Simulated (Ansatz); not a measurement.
**A hypothetical structure for LuScAl5**

This structure for LuScAl5 is made up. Its elements were placed in a known structure type with a cell scaled to their sizes. What cell does the guess relax to, and how far off was it?

Program: Ansatz 0.2.0. Level of theory: DFT, PBEsol, plane-wave PAW, files of the set soft_1, scalar-relativistic, no spin, cell and ions relaxed at zero pressure; PAW set soft_1, in the first sound run; inputs show where later runs differ. Results are calculated unless marked as measured.

**1. Set-up**

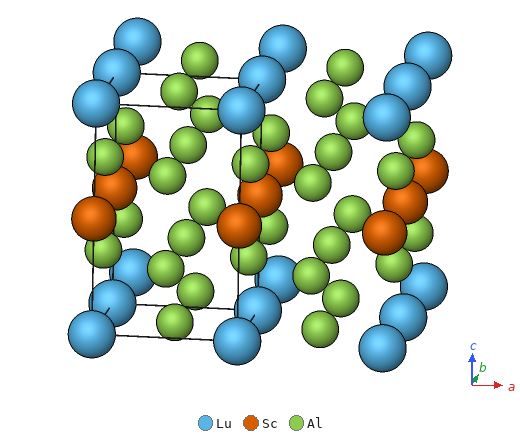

The cell as given, slightly off an axis (lutetium blue, scandium orange, aluminium green). 2×2×1 cells are drawn. Some periodic images of atoms are drawn too.

**2. Relaxing cell and atoms**

The guess takes its coordinates from another compound and its volume from a rule, so the cell and any free coordinates are relaxed together.

input.yaml

```yaml
crystal:
  lattice:
    - [4.328, 0.0, 0.0]
    - [0.0, 4.328, 0.0]
    - [0.0, 0.0, 6.966]
  atoms:
    - { symbol: Lu, position: [0.0, 0.0, 0.0] }
    - { symbol: Sc, position: [0.0, 0.0, 0.5] }
    - { symbol: Al, position: [0.5, 0.0, 0.7012] }
    - { symbol: Al, position: [0.0, 0.5, 0.7012] }
    - { symbol: Al, position: [0.5, 0.0, 0.2988] }
    - { symbol: Al, position: [0.0, 0.5, 0.2988] }
    - { symbol: Al, position: [0.5, 0.5, 0.0] }
kpoints:
  mp_grid: { grid: [6, 6, 4] }
scf:
  occupations: { method: fermi_dirac, width: 0.05 }
hamiltonian:
  xc: pbesol
  pseudopotentials: { kind: paw, azcp: { folder: soft_1 }, xc_functional: pbe }
relax:
  f_tol: 0.015
  max_steps: 70
  cell: {}
output:
  forces: true
  stress: true
```

The run is started by

```console
$ ansatz run input.yaml --threads 4 --pin off --max-ram 10240MiB --backend cpu --events-out ev --progress --plain --runs-dir out
```

Numbers of over 12 decimals in the logs are rounded to 6 here.

What it wrote:

```text
Engine: ansatz 0.2.0, x86_64-unknown-linux-gnu
Pseudopotentials: kind: paw
Pseudopotential: Lu, paw, valence charge 25, recommended cutoff 420 eV (normal), soft_1/Lu.paw.azcp
Pseudopotential: Sc, paw, valence charge 11, recommended cutoff 420 eV (normal), soft_1/Sc.paw.azcp
Pseudopotential: Al, paw, valence charge 3, recommended cutoff 420 eV (normal), soft_1/Al.paw.azcp
Functional definition: PBEsol
  exchange = pbesol_x
  correlation = pbesol_c
Crystal: 7 atoms, lattice volume = 130.484 Å³
Basis set: ecut = 420 eV, 2559 PW (Γ), exchange–correlation on 60×60×96 points (8 copies of the dense FFT grid, shifted against one another)
Bands: 33, of which v1, the nominal top of the filled ones, is band 26 counted from 1 (25 counted from 0)
Symmetry: 16 space group operations
Space group: P4/mmm (ITA 123), of the structure as read, at distance tolerance 5.1e-5 Å
k-points: 30 of 144
Non-local potential: Lu, projectors of the file, l = 0: 3, l = 1: 2, l = 2: 2, l = 3: 3
Non-local potential: Sc, projectors of the file, l = 0: 3, l = 1: 2, l = 2: 3, l = 3: 1
Non-local potential: Al, projectors of the file, l = 0: 2, l = 1: 2, l = 2: 1
PAW form: soft (Blöchl's): semilocal exchange-correlation on the pseudo side does not see the compensation charge
PAW frozen core: Lu, regenerated for the run's functional, and the local potential with it (the file was generated under x = pbe(κ = 0.804, μ = 0.219515), c = pbe(β = 0.066725))
PAW frozen core: Sc, regenerated for the run's functional, and the local potential with it (the file was generated under x = pbe(κ = 0.804, μ = 0.219515), c = pbe(β = 0.066725))
PAW frozen core: Al, regenerated for the run's functional, and the local potential with it (the file was generated under x = pbe(κ = 0.804, μ = 0.219515), c = pbe(β = 0.066725))
PAW one-centre angular grid: Lu, 590 points (default); XC on 64 Gauss nodes
PAW one-centre angular grid: Sc, 590 points (default); XC on 64 Gauss nodes
PAW one-centre angular grid: Al, 110 points (default); XC on 64 Gauss nodes
Initial density: superposition of atomic densities (chi_scale 0.1, normalization cell, long waves kept (reshape's long-wave potential 0.02 eV rms))
Initial wavefunctions: pseudopotential atomic-orbital guess
Functional: x = pbesol(κ = 0.804, μ = 0.123457), c = pbesol(β = 0.046)
SCF iter   1: F=—  HF=-19348.408692 eV  |F-HF|=—  |Δ(HF+E_count)|=         —  Δρ=4.08e-2  dr2=7.41e0  ethr=3.10e-3  ⟨swp⟩=8.0  Hψ=4962  notcnv=0
preconditioner: auto → Kerker (q_TF=auto, 2.333 Å⁻¹)  [metal: Δε(μ)=0.045 eV  Ē_g=5.535 eV  σ=0.050 eV  W_gap=0.22  n_scr=36 (ndim 8)  ℏωp=19.2 eV  f_vac=0.000  D(μ)=3.29/eV (n_scr^D=20)]
SCF iter   2: F=—  HF=-19347.505844 eV  |F-HF|=—  |Δ(HF+E_count)|=   9.03e-1  Δρ=2.45e-2  dr2=2.61e0  ethr=3.10e-3  ⟨swp⟩=2.3  Hψ=1416  notcnv=0  defer=17
SCF iter   3: F=—  HF=-19346.926548 eV  |F-HF|=—  |Δ(HF+E_count)|=   5.79e-1  Δρ=4.45e-3  dr2=4.24e-2  ethr=3.10e-3  ⟨swp⟩=3.1  Hψ=1752  notcnv=0  defer=17
SCF iter   4: F=—  HF=-19346.927145 eV  |F-HF|=—  |Δ(HF+E_count)|=   5.97e-4  Δρ=4.63e-3  dr2=2.35e-2  ethr=8.31e-5  ⟨swp⟩=3.7  Hψ=2842  notcnv=0  defer=20
SCF iter   5: F=—  HF=-19346.904273 eV  |F-HF|=—  |Δ(HF+E_count)|=   2.29e-2  Δρ=1.04e-3  dr2=3.12e-3  ethr=4.62e-5  ⟨swp⟩=3.0  Hψ=2142  notcnv=0  defer=20
SCF iter   6: F=—  HF=-19346.903734 eV  |F-HF|=—  |Δ(HF+E_count)|=   5.39e-4  Δρ=2.62e-4  dr2=2.65e-4  ethr=6.13e-6  ⟨swp⟩=2.2  Hψ=1731  notcnv=0  defer=20
SCF iter   7: F=—  HF=-19346.903720 eV  |F-HF|=—  |Δ(HF+E_count)|=   1.39e-5  Δρ=9.12e-5  dr2=1.53e-5  ethr=5.21e-7  ⟨swp⟩=2.0  Hψ=1570  notcnv=0  defer=20
SCF iter   8: F=—  HF=-19346.903711 eV  |F-HF|=—  |Δ(HF+E_count)|=   9.61e-6  Δρ=2.87e-5  dr2=1.25e-6  ethr=3.00e-8  ⟨swp⟩=2.0  Hψ=1661  notcnv=0  defer=20
SCF iter   9: F=—  HF=-19346.903711 eV  |F-HF|=—  |Δ(HF+E_count)|=   4.61e-7  Δρ=9.39e-6  dr2=7.16e-8  ethr=1.96e-10  ⟨swp⟩=4.4  Hψ=5156  notcnv=0
SCF iter  10: F=-19346.903711 eV  HF=-19346.903711 eV  |F-HF|=1.48e-9  |Δ(HF+E_count)|=   4.77e-8  Δρ=1.87e-6  dr2=3.51e-9  ethr=1.40e-10  ⟨swp⟩=5.3  Hψ=4065  notcnv=0
SCF 1 converged in 10 iterations: F = -19346.903711 eV  dr2 = 3.51e-9
  greatest PAW one-centre occupation: 0.998 electrons in one spin orbital (limit 2), on the Sc atom at site 1 (counted from 0), in its partial waves of l = 0
relax step   1: F+E_penalty+E_count = -19346.90371119 eV  Δ(F+E_penalty+E_count) = +0.000e0 eV  max|allowed force component| = 1.462e0 eV/Å  Δτ_max = 0.0000 Å  P = +5.428 GPa  Ω = 130.484 Å³  (10 SCF iters, dr2 threshold 1.00e-7 eV, accepted)
Crystal: 7 atoms, lattice volume = 135.743 Å³
Basis set: ecut = 420 eV, 2663 PW (Γ), exchange–correlation on 60×60×96 points (8 copies of the dense FFT grid, shifted against one another)
Initial density: handed on by an earlier stage of this run
Initial wavefunctions: those handed on with the density
SCF iter   1: F=—  HF=-19347.823176 eV  |F-HF|=—  |Δ(HF+E_count)|=         —  Δρ=1.71e-2  dr2=2.16e0  ethr=3.10e-3  ⟨swp⟩=10.9  Hψ=5708  notcnv=0
preconditioner: auto → Kerker (q_TF=auto, 2.318 Å⁻¹)  [metal: Δε(μ)=0.080 eV  Ē_g=5.931 eV  σ=0.050 eV  W_gap=0.37  n_scr=36 (ndim 8)  ℏωp=18.9 eV  f_vac=0.000  D(μ)=2.69/eV (n_scr^D=16)]
SCF iter   2: F=—  HF=-19347.569567 eV  |F-HF|=—  |Δ(HF+E_count)|=   2.54e-1  Δρ=6.30e-3  dr2=3.23e-1  ethr=3.10e-3  ⟨swp⟩=3.6  Hψ=1749  notcnv=0  defer=25
SCF iter   3: F=—  HF=-19347.536609 eV  |F-HF|=—  |Δ(HF+E_count)|=   3.30e-2  Δρ=3.47e-3  dr2=2.65e-2  ethr=6.33e-4  ⟨swp⟩=4.3  Hψ=1974  notcnv=0  defer=26
SCF iter   4: F=—  HF=-19347.542140 eV  |F-HF|=—  |Δ(HF+E_count)|=   5.53e-3  Δρ=3.05e-3  dr2=2.15e-2  ethr=5.20e-5  ⟨swp⟩=4.0  Hψ=2989  notcnv=0  defer=21
SCF iter   5: F=—  HF=-19347.529136 eV  |F-HF|=—  |Δ(HF+E_count)|=   1.30e-2  Δρ=1.16e-3  dr2=2.66e-3  ethr=4.22e-5  ⟨swp⟩=3.1  Hψ=2622  notcnv=0  defer=21
SCF iter   6: F=—  HF=-19347.528677 eV  |F-HF|=—  |Δ(HF+E_count)|=   4.59e-4  Δρ=2.86e-4  dr2=1.92e-4  ethr=5.21e-6  ⟨swp⟩=2.2  Hψ=2136  notcnv=0  defer=19
SCF iter   7: F=—  HF=-19347.528602 eV  |F-HF|=—  |Δ(HF+E_count)|=   7.48e-5  Δρ=1.02e-4  dr2=1.95e-5  ethr=3.77e-7  ⟨swp⟩=2.8  Hψ=2012  notcnv=0  defer=19
SCF iter   8: F=—  HF=-19347.528604 eV  |F-HF|=—  |Δ(HF+E_count)|=   1.59e-6  Δρ=7.41e-5  dr2=1.16e-5  ethr=3.83e-8  ⟨swp⟩=2.7  Hψ=2040  notcnv=0  defer=19
SCF iter   9: F=—  HF=-19347.528602 eV  |F-HF|=—  |Δ(HF+E_count)|=   1.87e-6  Δρ=4.35e-5  dr2=3.86e-6  ethr=2.28e-8  ⟨swp⟩=2.1  Hψ=1504  notcnv=0  defer=19
SCF iter  10: F=-19347.528601 eV  HF=-19347.528601 eV  |F-HF|=7.30e-8  |Δ(HF+E_count)|=   6.38e-7  Δρ=7.40e-6  dr2=1.04e-7  ethr=1.37e-9  ⟨swp⟩=5.0  Hψ=5468  notcnv=0
[...]
SCF iter   3: F=—  HF=-19347.671244 eV  |F-HF|=—  |Δ(HF+E_count)|=   2.63e-3  Δρ=6.18e-4  dr2=7.12e-4  ethr=3.11e-5  ⟨swp⟩=2.2  Hψ=1557  notcnv=0
SCF iter   4: F=—  HF=-19347.671336 eV  |F-HF|=—  |Δ(HF+E_count)|=   9.18e-5  Δρ=7.79e-4  dr2=6.70e-4  ethr=1.40e-6  ⟨swp⟩=3.8  Hψ=2650  notcnv=0
SCF iter   5: F=—  HF=-19347.670773 eV  |F-HF|=—  |Δ(HF+E_count)|=   5.63e-4  Δρ=1.76e-4  dr2=6.58e-5  ethr=1.31e-6  ⟨swp⟩=3.2  Hψ=2385  notcnv=0  defer=4
SCF iter   6: F=—  HF=-19347.670742 eV  |F-HF|=—  |Δ(HF+E_count)|=   3.11e-5  Δρ=7.40e-5  dr2=2.08e-5  ethr=1.29e-7  ⟨swp⟩=3.4  Hψ=2257  notcnv=0  defer=4
SCF iter   7: F=—  HF=-19347.670739 eV  |F-HF|=—  |Δ(HF+E_count)|=   2.37e-6  Δρ=2.45e-5  dr2=2.19e-6  ethr=4.07e-8  ⟨swp⟩=2.6  Hψ=1740  notcnv=0  defer=4
SCF iter   8: F=—  HF=-19347.670739 eV  |F-HF|=—  |Δ(HF+E_count)|=   1.62e-7  Δρ=2.14e-5  dr2=1.37e-6  ethr=1.37e-9  ⟨swp⟩=6.4  Hψ=4933  notcnv=0
SCF iter   9: F=-19347.670739 eV  HF=-19347.670739 eV  |F-HF|=2.68e-8  |Δ(HF+E_count)|=   1.40e-7  Δρ=4.09e-6  dr2=3.76e-8  ethr=1.37e-9  ⟨swp⟩=4.5  Hψ=4894  notcnv=0
SCF 3 converged in 9 iterations: F = -19347.670739 eV  dr2 = 3.76e-8
relax step   3: F+E_penalty+E_count = -19347.67073903 eV  Δ(F+E_penalty+E_count) = -1.421e-1 eV  max|allowed force component| = 6.772e-2 eV/Å  Δτ_max = 0.0152 Å  P = -0.005 GPa  Ω = 137.774 Å³  energy of the carried Pulay correction = -1.298e-3 eV  (9 SCF iters, dr2 threshold 7.00e-7 eV, accepted)
[... from here on, the SCF cycles and remarks between the steps are left out ...]
relax step   4: F+E_penalty+E_count = -19347.79542408 eV  Δ(F+E_penalty+E_count) = -1.247e-1 eV  max|allowed force component| = 6.038e-2 eV/Å  Δτ_max = 0.0308 Å  P = +0.387 GPa  Ω = 136.804 Å³  energy of the carried Pulay correction = -1.130e-3 eV  (10 SCF iters, dr2 threshold 7.00e-7 eV, accepted)
relax step   5: F+E_penalty+E_count = -19347.88512347 eV  Δ(F+E_penalty+E_count) = -8.970e-2 eV  max|allowed force component| = 2.677e-2 eV/Å  Δτ_max = 0.0334 Å  P = +0.626 GPa  Ω = 136.463 Å³  energy of the carried Pulay correction = -1.070e-3 eV  (9 SCF iters, dr2 threshold 7.00e-7 eV, accepted)
relax step   6: F+E_penalty+E_count = -19347.88276271 eV  Δ(F+E_penalty+E_count) = +2.361e-3 eV  max|allowed force component| = 4.066e-2 eV/Å  Δτ_max = 0.0283 Å  P = -1.139 GPa  Ω = 139.874 Å³  energy of the carried Pulay correction = -1.659e-3 eV  (8 SCF iters, dr2 threshold 7.00e-7 eV, rejected (line search))
relax step   7: F+E_penalty+E_count = -19347.89461963 eV  Δ(F+E_penalty+E_count) = -9.496e-3 eV  max|allowed force component| = 4.725e-3 eV/Å  Δτ_max = 0.0126 Å  P = +0.068 GPa  Ω = 137.495 Å³  energy of the carried Pulay correction = -1.250e-3 eV  (12 SCF iters, accepted)
relax step   8: F+E_penalty+E_count = -19347.89468558 eV  Δ(F+E_penalty+E_count) = -6.595e-5 eV  max|allowed force component| = 1.700e-4 eV/Å  Δτ_max = 0.0016 Å  P = -0.003 GPa  Ω = 137.633 Å³  energy of the carried Pulay correction = -1.274e-3 eV  (7 SCF iters, dr2 threshold 3.85e-8 eV, accepted)
relax step   9: F+E_penalty+E_count = -19347.90856412 eV  Δ(F+E_penalty+E_count) = -1.388e-2 eV  max|allowed force component| = 1.743e-3 eV/Å  Δτ_max = 0.0000 Å  P = +0.106 GPa  Ω = 137.633 Å³  stress off target by 3.01e-1 GPa  SCF on the basis re-selected at this cell (its energy is not comparable with the rows above)  (8 SCF iters)
relax step  10: F+E_penalty+E_count = -19347.90905983 eV  Δ(F+E_penalty+E_count) = -4.957e-4 eV  max|allowed force component| = 2.053e-4 eV/Å  Δτ_max = 0.0022 Å  P = +0.033 GPa  Ω = 137.778 Å³  energy of the carried Pulay correction = -3.043e-5 eV  (8 SCF iters, dr2 threshold 2.27e-7 eV, accepted)
iter 1 solved again at ethr=1.12e-7 eV; its pass at ethr=3.10e-3 eV (dr2=5.70e-5 eV) is discarded
SCF iter   1: F=—  HF=-19347.909067 eV  |F-HF|=—  |Δ(HF+E_count)|=         —  Δρ=9.58e-6  dr2=5.77e-8  ethr=1.12e-7  ⟨swp⟩=4.9  Hψ=9155  notcnv=0
preconditioner: auto → Kerker (q_TF=auto, 2.312 Å⁻¹)  [metal: Δε(μ)=0.038 eV  Ē_g=5.684 eV  σ=0.050 eV  W_gap=0.18  n_scr=38 (ndim 8)  ℏωp=18.7 eV  f_vac=0.000  D(μ)=3.41/eV (n_scr^D=16)]
SCF iter   2: F=—  HF=-19347.909080 eV  |F-HF|=—  |Δ(HF+E_count)|=   1.29e-5  Δρ=4.39e-6  dr2=4.07e-9  ethr=1.13e-10  ⟨swp⟩=3.2  Hψ=2565  notcnv=0
SCF iter   3: F=—  HF=-19347.909080 eV  |F-HF|=—  |Δ(HF+E_count)|=   7.61e-9  Δρ=2.57e-6  dr2=9.93e-10  ethr=7.97e-12  ⟨swp⟩=2.3  Hψ=1905  notcnv=0
SCF iter   4: F=—  HF=-19347.909080 eV  |F-HF|=—  |Δ(HF+E_count)|=   2.82e-9  Δρ=1.28e-6  dr2=4.63e-10  ethr=1.95e-12  ⟨swp⟩=3.0  Hψ=2149  notcnv=0
SCF iter   5: F=-19347.909080 eV  HF=-19347.909080 eV  |F-HF|=5.09e-11  |Δ(HF+E_count)|=  8.33e-10  Δρ=2.38e-7  dr2=4.20e-11  ethr=1.00e-12  ⟨swp⟩=5.3  Hψ=5837  notcnv=0
SCF 11 converged in 5 iterations: F = -19347.909080 eV  dr2 = 4.20e-11
relax step  11: F+E_penalty+E_count = -19347.90908031 eV  Δ(F+E_penalty+E_count) = -2.048e-5 eV  max|allowed force component| = 1.175e-4 eV/Å  Δτ_max = 0.0000 Å  P = +0.034 GPa  Ω = 137.778 Å³  stress off target by 3.74e-2 GPa  SCF on the basis re-selected at this cell (its energy is not comparable with the rows above)  (5 SCF iters)
basis re-selected at this cell: Δ(F+E_penalty+E_count) = -2.048e-5 eV, ΔP = +0.000 GPa vs the last step (what re-selecting the basis moved, of the pressure what is left beyond the Pulay correction that the steps carried, after the strain that the cell walked since its last selection, with what the two solves' SCF thresholds leave and, on support functions, any second-order correction that the steps lacked; it is no m [...]
SCF converged after 5 iterations
Free energy (F): -19347.909080 eV
Harris-Foulkes:  -19347.909080 eV  (|F-HF|=5.09e-11)
Internal energy: -19347.881876 eV  (E = F + TS)
E sigma→0 (E₀):  -19347.895478 eV
Entropy (-TS):   -0.027204 eV (-3.886 meV/atom)
Fermi energy:    8.547163 eV
--- Per-component energies (eV) ---
  E_band       = -221.232996
  E_kinetic    = 743.243406
  E_local      = -10232.542785  (includes V_loc(G=0)·N_el)
  E_nonlocal   = 878.046209
  E_hartree    = 4405.077347
  E_xc         = -479.463694
  E_vxc        = -505.271871  (∫ρ·V_xc dr)
  E_paw        = -10551.129193  (= ΣΔE_a)
  E_vpaw       = 85.137298  (= ΣTr[D̂ρ^β])
  E_aug_tail   = 0.000010  (compensation charges beyond the density's cutoff)
  E_ewald      = -4112.529782
  E_core_change = 1.416605  (= ΣΔE_core)
  E_smearing   = -0.027204  (= −TS)
  E_closure    = 0.000000  (closes the sum)
  Σ components = -19347.909080   (vs F -19347.909080, Δ=0.00e0)
--- Forces (eV/Å), atoms counted from 1 ---
  atom   1  Lu    -0.00000000    -0.00000000     0.00000000
  atom   2  Sc    -0.00000000     0.00000000     0.00000000
  atom   3  Al     0.00000000     0.00000000    -0.00011749
  atom   4  Al    -0.00000000     0.00000000    -0.00011749
  atom   5  Al     0.00000000     0.00000000     0.00011749
  atom   6  Al    -0.00000000     0.00000000     0.00011749
  atom   7  Al     0.00000000     0.00000000     0.00000000
  max |Σ_I F_I| component: 2.37e-30 eV/Å
--- Stress (GPa, compression-positive) ---
        0.031623       0.000000       0.000000
        0.000000       0.031623       0.000000
        0.000000       0.000000       0.037391
  P = ⅓ Tr σ = 0.0335 GPa (0.335 kbar)
--- Relaxed structure (9 steps of the walk, 8 accepted, 2 SCFs on fresh bases) ---
  F+E_penalty+E_count = -19347.90908031 eV   max|allowed force component| = 1.175e-4 eV/Å   (the final SCF, on the basis selected at the relaxed cell)
  cell:  # Å, volume = 137.7776 Å³
    - [4.103344, 0, 0.0]
    - [0, 4.103344, 0.0]
    - [0.0, 0.0, 8.182817]
  atoms:
    - { symbol: Lu, position: [0, 0, 1.1028347433509907e-18] }
    - { symbol: Sc, position: [0, 0, 0.500000] }
    - { symbol: Al, position: [0.500000, 0, 0.743035] }
    - { symbol: Al, position: [0, 0.500000, 0.743035] }
    - { symbol: Al, position: [0.500000, 0, 0.256965] }
    - { symbol: Al, position: [0, 0.500000, 0.256965] }
    - { symbol: Al, position: [0.500000, 0.500000, 1.1028347433509907e-18] }
```

The job ended after 20 s (4 threads of AMD EPYC 9R14 (Zen 4), shared host; peak memory 0.62 GiB; 70 s of CPU time).

Relaxation path:

| step | energy less that of the first step (eV) | largest force component (eV/Å) | pressure (GPa) | volume (Å³) |
| --- | --- | --- | --- | --- |
| 1 | 0.0000 | 1.4620 | 5.43 | 130.48 |
| 2 | -0.6249 | 0.0190 | 1.51 | 135.74 |
| 3 | -0.7670 | 0.0677 | 0.00 | 137.77 |
| 4 | -0.8917 | 0.0604 | 0.39 | 136.80 |
| 5 | -0.9814 | 0.0268 | 0.63 | 136.46 |
| 6 | -0.9791 | 0.0407 | -1.14 | 139.87 |
| 7 | -0.9909 | 0.0047 | 0.07 | 137.49 |
| 8 | -0.9910 | 0.0002 | 0.00 | 137.63 |
| 9* | -1.0049 | 0.0017 | 0.11 | 137.63 |
| 10 | -1.0053 | 0.0002 | 0.03 | 137.78 |
| 11* | -1.0054 | 0.0001 | 0.03 | 137.78 |

Relaxation steps marked * repeat the geometry before them on a plane-wave basis chosen anew for their cell, so energy and pressure can jump there. Relaxation step 6 was tried and not accepted.

The run keeps the 16 symmetry operations that it works with, so distortions that break them were not tested.

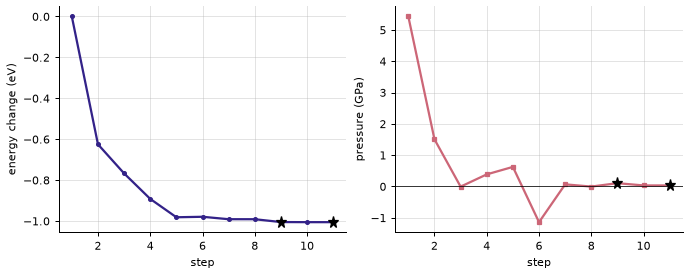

Energy and pressure along the relaxation. Stars mark steps on a basis chosen anew.

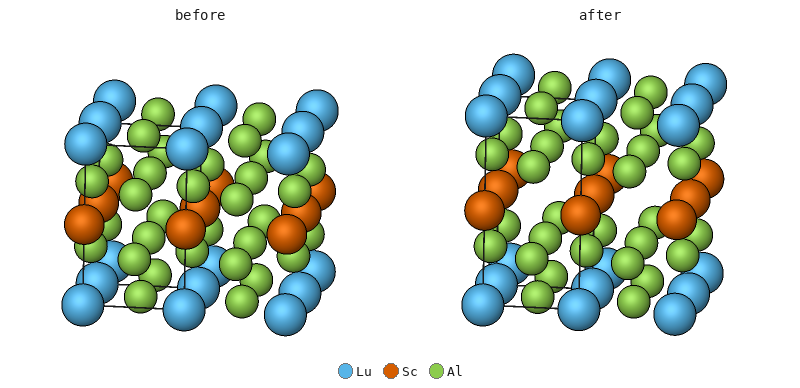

The structure before and after the relaxation, drawn at the same scale.

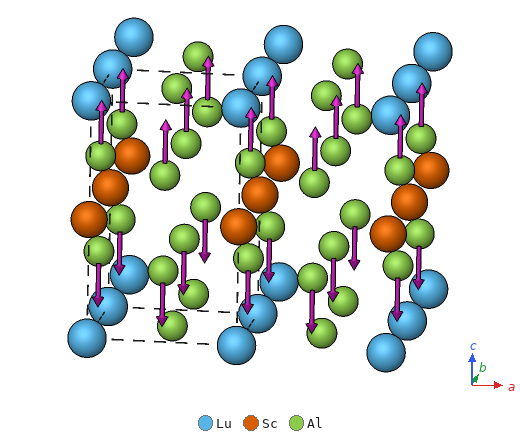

Displacements in the relaxation, exaggerated, measured against the changing cell; the longest in the cell stands for 0.34 Å. 2×2×1 cells are drawn. Some periodic images of atoms are drawn too.

| cell as run | before | after | change |
| --- | --- | --- | --- |
| a (Å) | 4.328 | 4.103 | -5.2 % |
| b (Å) | 4.328 | 4.103 | -5.2 % |
| c (Å) | 6.966 | 8.183 | +17.5 % |
| volume (Å³/atom) | 18.64 | 19.68 | +5.6 % |

The atoms that moved most (Å, as changes of fractional coordinates times the final cell):

| atom | dx | dy | dz | length |
| --- | --- | --- | --- | --- |
| Al4 | 0.000 | 0.000 | 0.342 | 0.342 |
| Al3 | 0.000 | 0.000 | 0.342 | 0.342 |
| Al6 | 0.000 | 0.000 | -0.342 | 0.342 |
| Al5 | 0.000 | 0.000 | -0.342 | 0.342 |

This step gave:

```yaml
free_energy: -19347.9091 eV
energy_at_zero_smearing: -19347.8955 eV
smearing_term_ts: 0.02720 eV
fermi_energy: 8.547 eV
electrons: 51
symmetry_operations: 16
pressure: 0.03355 GPa
```

The shortest distance of each pair, which need not be the same contact before and after:

| pair | guess (Å) | relaxed (Å) |
| --- | --- | --- |
| Al–Sc | 2.578 | 2.857 |
| Al–Lu | 3.003 | 2.902 |
| Al–Al | 2.803 | 2.902 |
| Lu–Sc | 3.483 | 4.091 |
| Lu–Lu | 4.328 | 4.103 |

The relaxation ends with a largest force component of 1.2e-4 eV/Å and a pressure of 0.03 GPa.

(Part 1 of 2 ends here.)

[Logs are printed without paths, hosts, clocks, repeated set-up lines and the standing remarks that a program may print on its own settings, such as how far it seeks lower states.]

[Hosts, paths, dates, database ids (printed as entryN), source tags and the programs' standing remarks are cut or masked in the printed files.]
